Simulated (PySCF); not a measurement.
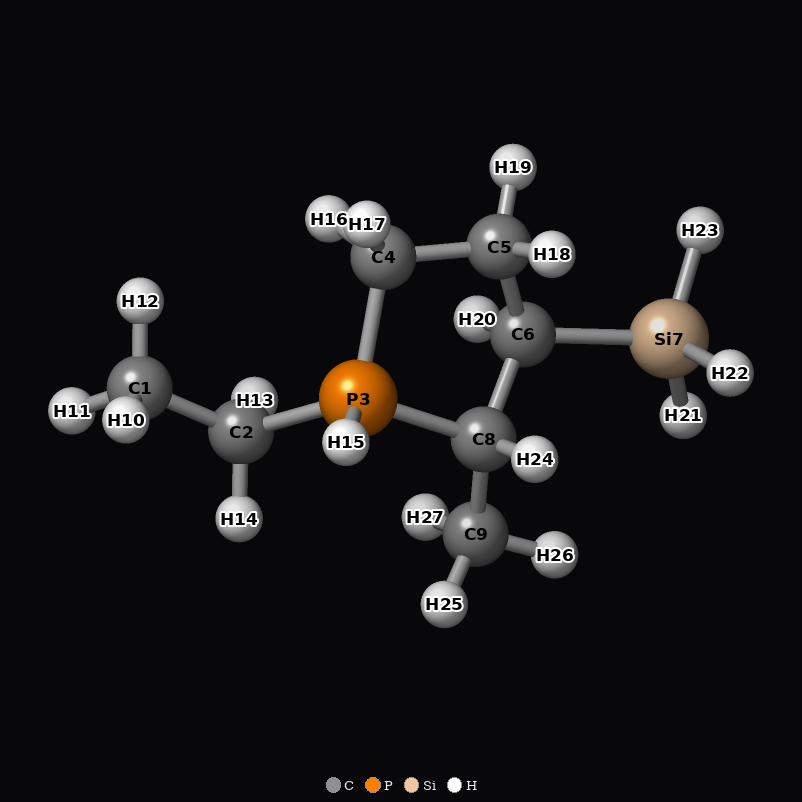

State: charge +1, singlet. The geometry was computed by an optimisation with PBE0-D3(BJ)/def2-SVP. No frequency run is at hand to confirm it as a minimum. Method: delta-SCF UKS SCAN, pcX-2 on the ionised atom, pcseg-1 elsewhere, spin-free X2C (PySCF 2.14.0).

Give the core-electron binding energies (to vacuum; p and d levels without spin–orbit splitting) of C1 1s, C2 1s, P3 1s, P3 2p, C4 1s, C5 1s, C6 1s, Si7 1s, Si7 2p, C8 1s, C9 1s.

```tsv
atom	level	binding energy (eV)
C1	1s	294.9
C2	1s	295.5
P3	1s	2155.9
P3	2p	142.6
C4	1s	295.3
C5	1s	294.8
C6	1s	294.2
Si7	1s	1849.6
Si7	2p	110.1
C8	1s	295.3
C9	1s	294.7
```
